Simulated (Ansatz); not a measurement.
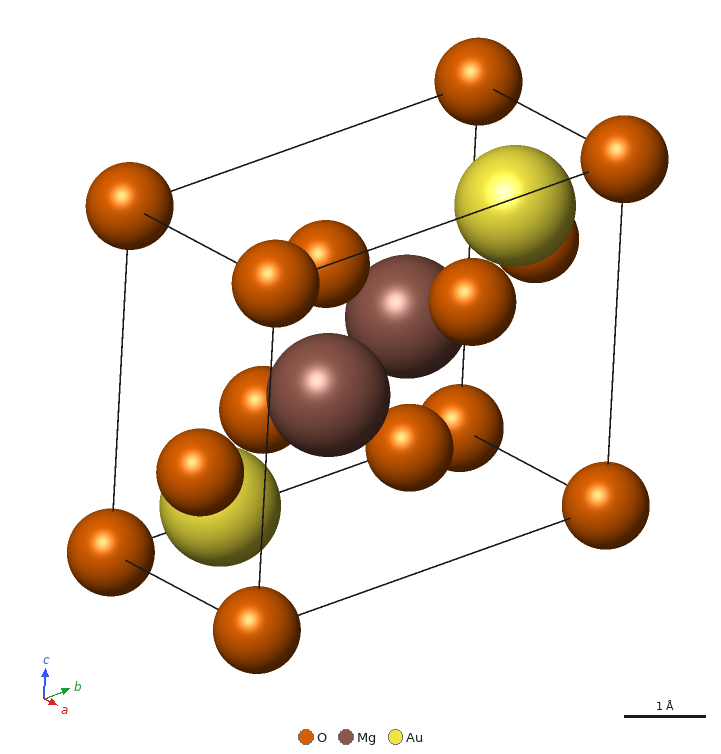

The figure gives a spheres-only picture of the atoms, viewed slightly off an axis. The edges of the simulation cell are marked.

```yaml
crystal:
  lattice:
    - [3.29574, 4.20473, 0.00000]
    - [3.29574, -4.20473, 0.00000]
    - [1.11433, 0.00000, -4.44290]
  atoms:
    - { symbol: O, position: [0.00000, 0.00000, 0.00000] }
    - { symbol: O, position: [0.38800, 0.07800, 0.29000] }
    - { symbol: O, position: [0.92200, 0.61200, 0.71000] }
    - { symbol: O, position: [0.61200, 0.92200, 0.71000] }
    - { symbol: O, position: [0.07800, 0.38800, 0.29000] }
    - { symbol: Mg, position: [0.30600, 0.69400, 0.50000] }
    - { symbol: Mg, position: [0.69400, 0.30600, 0.50000] }
    - { symbol: Au, position: [0.21700, 0.21700, 0.10500] }
    - { symbol: Au, position: [0.78300, 0.78300, 0.89500] }
    - { symbol: O, position: [0.40500, 0.40500, 0.77800] }
    - { symbol: O, position: [0.59500, 0.59500, 0.22200] }
```

Level of theory and settings: Ansatz 0.2.0, DFT, PAW plane waves, r2SCAN, a cutoff energy of 500 eV, k-grid 5×5×6, Fermi-Dirac smearing of 0.017 eV, no spin polarisation. The pressure of the cell is 111 GPa.

How charged are the atoms, by the Bader scheme?

Answer. Mg +1.76 e; Au +1.97 e; O -1.15 to -0.83 e.

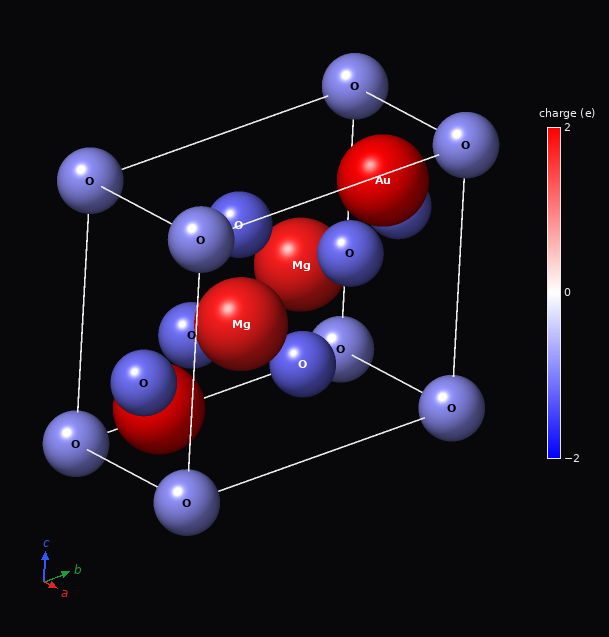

The atoms coloured by those charges.

The picture shows a generated cell, made by putting these elements into a known structure type (the compound may or may not exist in this form); the geometry isn't optimised. It was run through Ansatz as a DFT input.

At this level of theory the cell isn't at rest (compressed, at 111 GPa and forces up to 19.0 eV/Å), so its distances can differ from those at equilibrium, the more so the softer the solid.
